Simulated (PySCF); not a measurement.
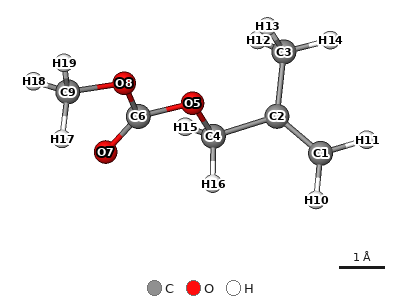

C6H10O3, before the relaxation. A ball-and-stick model, seen from a free direction.

The start comes from GFN2-xTB. Its atoms were then displaced at random by about 0.01 Å.

Method: PBE0-D3(BJ)/def2-SVP geometry optimisation, gas phase in PySCF 2.14.0, density-fitted response routines.

```xyz
19

C    -2.5058    1.7665   -0.0626
C    -1.9368    0.6210    0.1155
C    -2.4228   -0.4023    1.0900
C    -0.6708    0.2376   -0.6628
O     0.3571   -0.0203    0.2593
C     1.5220   -0.3449   -0.2721
O     1.7574   -0.4734   -1.4410
O     2.4307   -0.5260    0.7051
C     3.7232   -0.8810    0.3061
H    -2.1628    2.5146   -0.7631
H    -3.4196    2.0616    0.4915
H    -2.6521   -1.3247    0.5907
H    -1.6301   -0.6108    1.7922
H    -3.2890   -0.0440    1.6516
H    -0.8873   -0.6907   -1.2379
H    -0.3980    1.0386   -1.3454
H     4.1347   -0.1106   -0.3792
H     3.7025   -1.8357   -0.2364
H     4.3167   -0.9684    1.1960
```

> Predict the outcome.

The largest moves after the best rigid fit, 0.24 Å, are those of H11 and H12. By element the largest moves are H 0.24 Å, C 0.15 Å, O 0.11 Å. Near-neighbour distances that change, for instance: C1–C2 1.291 → 1.337 Å, C2–C4 1.535 → 1.498 Å, C3–H12 1.074 → 1.103 Å, C3–H13 1.079 → 1.101 Å. Bond angles that change, for instance: H10–C1–H11 113.7° → 117.2°, C2–C1–H10 124.3° → 121.4°, C2–C4–H15 108.0° → 110.8°. The energy falls by 0.190 eV in 8 geometry steps.

Final geometry:

```xyz
19

C    -2.6404    1.7367   -0.1332
C    -1.9190    0.6420    0.1272
C    -2.3109   -0.3874    1.1409
C    -0.6653    0.3618   -0.6438
O     0.3857    0.0825    0.2787
C     1.5289   -0.3202   -0.2625
O     1.7428   -0.4547   -1.4381
O     2.3986   -0.5504    0.7144
C     3.6823   -0.9703    0.2929
H    -2.3120    2.4731   -0.8720
H    -3.5866    1.9298    0.3795
H    -2.4294   -1.3774    0.6685
H    -1.5223   -0.4939    1.9019
H    -3.2529   -0.1248    1.6410
H    -0.7985   -0.5150   -1.3021
H    -0.3825    1.2112   -1.2840
H     4.1524   -0.2134   -0.3525
H     3.6249   -1.9164   -0.2653
H     4.2735   -1.1062    1.2059
```

The end point in the same view:

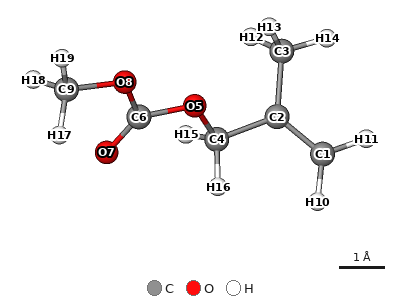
